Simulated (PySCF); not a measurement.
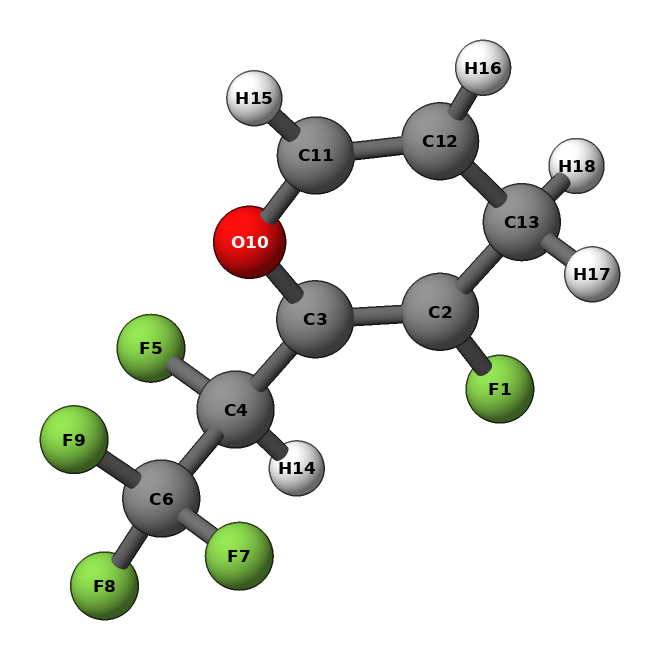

Computed geometry: PBE0-D3(BJ)/def2-SVP optimisation. No frequency run is at hand to confirm it as a minimum. Properties computed with GIAO PBE0/pcSseg-1 NMR shielding, non-relativistic, IEF-PCM cyclohexane (PySCF 2.14.0). Principal shieldings σ11 ≤ σ22 ≤ σ33, span Ω = σ33 − σ11, skew κ = 3(σiso − σ22)/Ω.

Which F atom has the most anisotropic shielding?

Answer. F8, with a span of 170 ppm.

Give the shielding tensors of the F atoms.

| atom | σ11 | σ22 | σ33 | σiso | Ω | κ |
| --- | --- | --- | --- | --- | --- | --- |
| F1 | 242.5 | 310.8 | 392.6 | 315.3 | 150.0 | 0.09 |
| F5 | 360.4 | 421.5 | 438.9 | 407.0 | 78.5 | −0.56 |
| F7 | 190.3 | 264.9 | 336.8 | 264.0 | 146.5 | −0.02 |
| F8 | 179.4 | 257.6 | 349.0 | 262.0 | 169.6 | 0.08 |
| F9 | 194.8 | 278.8 | 340.5 | 271.4 | 145.7 | −0.15 |

Shieldings and span in ppm.
